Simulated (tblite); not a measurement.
# Geometry relaxation of C2H6FOSi (part 2 of 2)

The same run, continued: C2H6FOSi, multiplicity 2; GFN2-xTB geometry optimisation, gas phase (tblite 0.8.0). 

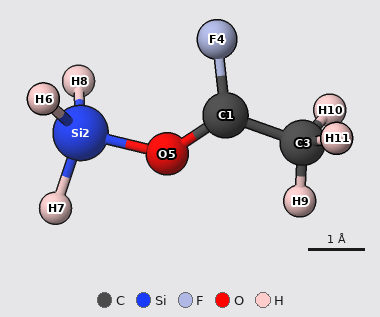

Fig. 1: The geometry at step 133 of the log (ball-and-stick view, seen at a tilt; atoms are numbered from 1 in the order of the input).

**Trajectory as extended XYZ, continued**
```
11
Properties=species:S:1:pos:R:3:forces:R:3 step=84 energy=-486.02101
C    -0.7773    0.6091   -0.0820    0.0140   0.0010   0.0140
Si    1.8673    0.0832   -0.5177    0.0030   0.0250  -0.0350
C    -1.7164   -0.4499    0.3867    0.0330   0.0080   0.0140
F    -0.5016    1.5748    0.8546    0.0220  -0.0010  -0.0620
O     0.2581    0.2657   -0.8261    0.0550   0.0090  -0.0230
H     2.4877    1.3988   -0.4058    0.0140   0.0040   0.0410
H     2.2650   -0.6584   -1.7051   -0.0610   0.0240   0.0180
H     1.9938   -0.6771    0.7261    0.0810   0.0100   0.0060
H    -1.2707   -1.4155    0.1539   -0.0960  -0.0870   0.0080
H    -1.8582   -0.3534    1.4615   -0.0670  -0.0080   0.0170
H    -2.6890   -0.3864   -0.1007    0.0020   0.0150   0.0020
11
Properties=species:S:1:pos:R:3:forces:R:3 step=91 energy=-486.03899
C    -0.7527    0.5472   -0.0739    0.0750   0.0280  -0.0250
Si    1.9175    0.0977   -0.5244   -0.1630  -0.0700   0.0220
C    -1.7671   -0.4511    0.3809    0.0370   0.1680  -0.0700
F    -0.4745    1.5193    0.8550    0.0100   0.0160  -0.0200
O     0.2905    0.1973   -0.8071   -0.0320  -0.1310   0.1580
H     2.4718    1.4348   -0.3637    0.0270   0.0700  -0.0530
H     2.2800   -0.6162   -1.7413    0.0000   0.0700   0.0670
H     2.1526   -0.6517    0.7164   -0.0060  -0.0080  -0.0840
H    -1.4035   -1.4539    0.1728   -0.0340  -0.0680  -0.0280
H    -1.9257   -0.3207    1.4498   -0.0270  -0.0470   0.0340
H    -2.7302   -0.3117   -0.1189    0.1130  -0.0280  -0.0010
11
Properties=species:S:1:pos:R:3:forces:R:3 step=98 energy=-486.06280
C    -0.7117    0.4666   -0.0307    0.0010  -0.0190   0.0090
Si    1.9571    0.1064   -0.5210    0.0840  -0.0220   0.0340
C    -1.8381   -0.4226    0.3704   -0.0090   0.0510   0.0280
F    -0.4062    1.4589    0.8654   -0.0070  -0.0300  -0.0070
O     0.3275   -0.0116   -0.6895   -0.0040  -0.0290  -0.0200
H     2.3452    1.5024   -0.3620    0.0120   0.0460  -0.0400
H     2.3648   -0.5266   -1.7643   -0.0580   0.0290  -0.0210
H     2.3938   -0.6456    0.6570   -0.0300  -0.0100   0.0460
H    -1.5749   -1.4595    0.1710    0.0050  -0.0080  -0.0150
H    -2.0486   -0.2890    1.4315    0.0020  -0.0120  -0.0030
H    -2.7500   -0.1884   -0.1822    0.0040   0.0030  -0.0110
11
Properties=species:S:1:pos:R:3:forces:R:3 step=105 energy=-486.06582
C    -0.6993    0.4465   -0.0247   -0.0120   0.0010   0.0250
Si    1.9684    0.1094   -0.5142   -0.0060   0.0340   0.0220
C    -1.8457   -0.4203    0.3676    0.0120   0.0110  -0.0180
F    -0.3861    1.4352    0.8720   -0.0080   0.0000   0.0190
O     0.3388   -0.0438   -0.6758    0.0090  -0.0060  -0.0160
H     2.3416    1.5164   -0.3811   -0.0110  -0.0300  -0.0100
H     2.3548   -0.5036   -1.7725    0.0060  -0.0240  -0.0180
H     2.3990   -0.6321    0.6737    0.0080   0.0150   0.0040
H    -1.6033   -1.4613    0.1641    0.0080  -0.0150  -0.0180
H    -2.0615   -0.2904    1.4271    0.0060   0.0070   0.0220
H    -2.7479   -0.1651   -0.1907   -0.0130   0.0080  -0.0120
11
Properties=species:S:1:pos:R:3:forces:R:3 step=112 energy=-486.06968
C    -0.6707    0.4098    0.0030    0.0340   0.0190  -0.0140
Si    1.9730    0.1199   -0.5034   -0.0090   0.0320  -0.0160
C    -1.8636   -0.4134    0.3352   -0.0310  -0.0310  -0.0070
F    -0.3189    1.3267    0.9612   -0.0010  -0.0180  -0.0190
O     0.3482   -0.0893   -0.6755    0.0130   0.0060   0.0540
H     2.2846    1.5460   -0.4845    0.0250   0.0310  -0.0050
H     2.4117   -0.5641   -1.7085   -0.0380  -0.0330   0.0290
H     2.4051   -0.4872    0.7571    0.0090  -0.0160  -0.0170
H    -1.6991   -1.4467    0.0352    0.0310   0.0140  -0.0010
H    -2.0580   -0.3611    1.4061    0.0020  -0.0240   0.0190
H    -2.7535   -0.0497   -0.1805   -0.0360   0.0210  -0.0220
11
Properties=species:S:1:pos:R:3:forces:R:3 step=119 energy=-486.07439
C    -0.6707    0.4241    0.0078    0.0100  -0.0450   0.0180
Si    1.9747    0.1348   -0.4913   -0.0330  -0.0130  -0.0170
C    -1.8658   -0.4119    0.3108   -0.0340  -0.0510   0.0110
F    -0.3088    1.2985    1.0013   -0.0470   0.0140  -0.0060
O     0.3513   -0.0793   -0.6619    0.0160   0.0190   0.0150
H     2.2943    1.5593   -0.5547    0.0250  -0.0070  -0.0290
H     2.3870   -0.6573   -1.6381    0.0160   0.0180   0.0070
H     2.4004   -0.3992    0.8031    0.0140  -0.0070   0.0050
H    -1.7068   -1.4218   -0.0660    0.0030   0.0570  -0.0120
H    -2.0274   -0.4457    1.3900   -0.0240   0.0120  -0.0360
H    -2.7694   -0.0105   -0.1555    0.0550   0.0030   0.0430
11
Properties=species:S:1:pos:R:3:forces:R:3 step=126 energy=-486.08217
C    -0.6467    0.3637    0.0746    0.0070   0.0460  -0.0010
Si    2.0044    0.1622   -0.4702    0.1180  -0.1190   0.0550
C    -1.9023   -0.4091    0.2547   -0.0730  -0.0870   0.0060
F    -0.3307    1.2038    1.1129    0.0010   0.0010  -0.0390
O     0.3951   -0.1547   -0.5502   -0.0260   0.0520   0.0030
H     2.2857    1.5697   -0.7662   -0.0390  -0.0660  -0.0110
H     2.4214   -0.7915   -1.4915   -0.0060   0.0910   0.0480
H     2.4925   -0.1529    0.8788   -0.0190   0.0330  -0.0830
H    -1.8450   -1.3258   -0.3365   -0.0160   0.1570   0.1350
H    -2.0462   -0.6453    1.3167   -0.0200  -0.0390  -0.1690
H    -2.7694    0.1709   -0.0778    0.0730  -0.0690   0.0560
11
Properties=species:S:1:pos:R:3:forces:R:3 step=133 energy=-486.08913
C    -0.6566    0.3819    0.0856   -0.0320  -0.0080  -0.0050
Si    2.0160    0.1485   -0.4528   -0.0020   0.0120  -0.0240
C    -1.9059   -0.4101    0.2432   -0.0070  -0.0120   0.0030
F    -0.3726    1.2360    1.1195    0.0070   0.0060  -0.0180
O     0.4008   -0.1391   -0.5094    0.0200  -0.0080  -0.0030
H     2.2973    1.5345   -0.8285   -0.0070   0.0020   0.0060
H     2.4168   -0.8295   -1.4518    0.0000   0.0010   0.0200
H     2.5286   -0.1004    0.8940   -0.0100  -0.0110   0.0100
H    -1.8491   -1.2819   -0.4038   -0.0120   0.0380   0.0180
H    -2.0347   -0.7303    1.2820    0.0030  -0.0020  -0.0360
H    -2.7819    0.1812   -0.0326    0.0400  -0.0170   0.0300
11
Properties=species:S:1:pos:R:3:forces:R:3 step=140 energy=-486.09243
C    -0.6597    0.3813    0.0871    0.0040   0.0210  -0.0210
Si    2.0239    0.1622   -0.4392    0.0310  -0.0250   0.1520
C    -1.9078   -0.4137    0.2227   -0.0600  -0.0210  -0.0370
F    -0.4009    1.2362    1.1273    0.0260   0.0000  -0.0280
O     0.4120   -0.1355   -0.4885   -0.0590   0.0020   0.0240
H     2.3099    1.5114   -0.9291   -0.0120  -0.0160   0.0230
H     2.4377   -0.9093   -1.3264    0.0200  -0.0180  -0.0640
H     2.5230    0.0040    0.9327   -0.0410   0.0520  -0.0850
H    -1.9083   -1.1905   -0.5368    0.0140   0.0030   0.0220
H    -1.9836   -0.8730    1.2147    0.0110   0.0060  -0.0320
H    -2.7875    0.2178    0.0809    0.0650  -0.0040   0.0460
11
Properties=species:S:1:pos:R:3:forces:R:3 step=147 energy=-486.10004
C    -0.6563    0.3691    0.0564    0.0430   0.0100  -0.0030
Si    2.0234    0.1570   -0.4088   -0.0210  -0.0090  -0.0440
C    -1.9088   -0.4150    0.2055   -0.0030  -0.0190   0.0200
F    -0.3891    1.2357    1.0853   -0.0240   0.0230  -0.0080
O     0.4179   -0.1770   -0.4869   -0.0140  -0.0210  -0.0060
H     2.2780    1.4834   -0.9693    0.0130   0.0240  -0.0010
H     2.4838   -0.9407   -1.2434    0.0090  -0.0010   0.0040
H     2.4839    0.1153    0.9759    0.0090  -0.0140   0.0380
H    -1.9978   -1.0944   -0.6374   -0.0140   0.0320   0.0120
H    -1.9099   -0.9980    1.1339    0.0060  -0.0130  -0.0020
H    -2.7664    0.2555    0.2342   -0.0040  -0.0120  -0.0120
11
Properties=species:S:1:pos:R:3:forces:R:3 step=154 energy=-486.10314
C    -0.6584    0.3644    0.0295    0.0110   0.0140  -0.0110
Si    2.0255    0.1545   -0.3929   -0.0140   0.0060   0.0070
C    -1.9052   -0.4220    0.2071   -0.0060  -0.0060  -0.0120
F    -0.4106    1.2951    1.0053   -0.0060   0.0030   0.0020
O     0.4243   -0.2003   -0.4773   -0.0140   0.0000   0.0020
H     2.2712    1.4693   -0.9867    0.0120  -0.0010   0.0020
H     2.5124   -0.9649   -1.1819    0.0020   0.0040  -0.0030
H     2.4627    0.1585    1.0022    0.0070  -0.0070   0.0030
H    -2.0764   -1.0073   -0.6912   -0.0130  -0.0270  -0.0140
H    -1.8420   -1.1066    1.0617    0.0070   0.0110   0.0070
H    -2.7447    0.2504    0.3697    0.0120   0.0050   0.0170
11
Properties=species:S:1:pos:R:3:forces:R:3 step=161 energy=-486.10426
C    -0.6722    0.3799   -0.0110    0.0030   0.0000  -0.0050
Si    2.0200    0.1547   -0.3810   -0.0020  -0.0100   0.0010
C    -1.8967   -0.4320    0.2108    0.0070   0.0060  -0.0070
F    -0.4339    1.3375    0.9413   -0.0020   0.0090   0.0020
O     0.4174   -0.1804   -0.5061    0.0090  -0.0030  -0.0040
H     2.3029    1.4642   -0.9675    0.0020   0.0130  -0.0010
H     2.5113   -0.9714   -1.1573    0.0060  -0.0010  -0.0100
H     2.4277    0.1487    1.0230   -0.0020  -0.0040   0.0080
H    -2.1238   -0.9891   -0.6935    0.0020  -0.0130  -0.0170
H    -1.7668   -1.1458    1.0323    0.0020  -0.0140   0.0250
H    -2.7270    0.2247    0.4546   -0.0240   0.0180   0.0090
11
Properties=species:S:1:pos:R:3:forces:R:3 step=168 energy=-486.10473
C    -0.6741    0.3839   -0.0101   -0.0330  -0.0220   0.0060
Si    2.0193    0.1538   -0.3894    0.0050  -0.0030   0.0280
C    -1.8955   -0.4331    0.2164   -0.0050   0.0190   0.0090
F    -0.4371    1.3386    0.9455    0.0130   0.0050  -0.0080
O     0.4142   -0.1694   -0.5149    0.0170   0.0090  -0.0020
H     2.3204    1.4743   -0.9424   -0.0180   0.0020  -0.0090
H     2.4989   -0.9589   -1.1917    0.0070   0.0000  -0.0080
H     2.4285    0.1171    1.0147   -0.0040  -0.0120  -0.0040
H    -2.1004   -1.0231   -0.6720    0.0090  -0.0060  -0.0150
H    -1.7781   -1.1157    1.0668    0.0170   0.0010   0.0030
H    -2.7374    0.2234    0.4226   -0.0080   0.0070  -0.0010
11
Properties=species:S:1:pos:R:3:forces:R:3 step=175 energy=-486.10603
C    -0.6814    0.3925   -0.0415    0.0060   0.0190  -0.0010
Si    2.0097    0.1448   -0.3918    0.0030   0.0230   0.0060
C    -1.8850   -0.4333    0.2381    0.0230  -0.0040   0.0080
F    -0.4337    1.3831    0.8752   -0.0180  -0.0150  -0.0070
O     0.4045   -0.1641   -0.5479   -0.0080  -0.0140  -0.0070
H     2.3024    1.5015   -0.8527    0.0080  -0.0020   0.0030
H     2.4932   -0.9097   -1.2653    0.0120  -0.0150  -0.0180
H     2.4101    0.0038    1.0081    0.0010   0.0020   0.0060
H    -2.0782   -1.0768   -0.6153   -0.0020   0.0000  -0.0030
H    -1.7416   -1.0628    1.1241   -0.0070  -0.0160   0.0140
H    -2.7413    0.2120    0.4145   -0.0180   0.0210   0.0000
11
Properties=species:S:1:pos:R:3:forces:R:3 step=180 energy=-486.10622
C    -0.6813    0.3895   -0.0431    0.0000  -0.0030  -0.0010
Si    2.0107    0.1441   -0.3940    0.0000  -0.0030   0.0000
C    -1.8856   -0.4333    0.2421    0.0000   0.0010  -0.0010
F    -0.4369    1.3858    0.8676    0.0010  -0.0020  -0.0020
O     0.4051   -0.1685   -0.5475    0.0030   0.0030  -0.0010
H     2.3026    1.5056   -0.8404    0.0010   0.0020   0.0000
H     2.4970   -0.8992   -1.2815   -0.0030   0.0020   0.0020
H     2.4140   -0.0096    1.0041    0.0000   0.0000   0.0000
H    -2.0786   -1.0843   -0.6059    0.0000   0.0010   0.0000
H    -1.7467   -1.0555    1.1346   -0.0030  -0.0010   0.0030
H    -2.7416    0.2164    0.4095    0.0010   0.0000   0.0010
```

The run was set up as follows.

**The input**
```
{"job": {"kind": "relax", "xc": "GFN2-xTB", "basis": "xTB"}, "charge": 0, "multiplicity": 2}
C     -0.326072     0.651071    -0.177538
Si     1.427217     0.061362     0.006505
C     -1.220078    -0.555486     0.159136
F     -0.580873     1.633418     0.743114
O     -0.533174     1.080710    -1.495730
H      2.274698     0.872274    -0.893397
H      1.417158    -1.368700    -0.389835
H      1.817406     0.216960     1.417937
H     -1.570640    -0.977957    -0.819836
H     -0.574829    -1.364613     0.624864
H     -2.072039    -0.258099     0.770241
```

The first line tells a small driver script what to run in tblite; the rest is the geometry in Å.

Launched with:
```bash
OMP_NUM_THREADS=1 python <driver script> task.json out
```

**Results in brief**

```json
{"quantity": "outcome", "value": "converged"}
{"quantity": "total energy", "value": "−486.1062 eV"}
{"quantity": "hardware", "value": "1 CPU thread, shared host"}
{"quantity": "wall time", "value": "2.9 s"}
{"quantity": "peak memory", "value": "0.18 GiB"}
```
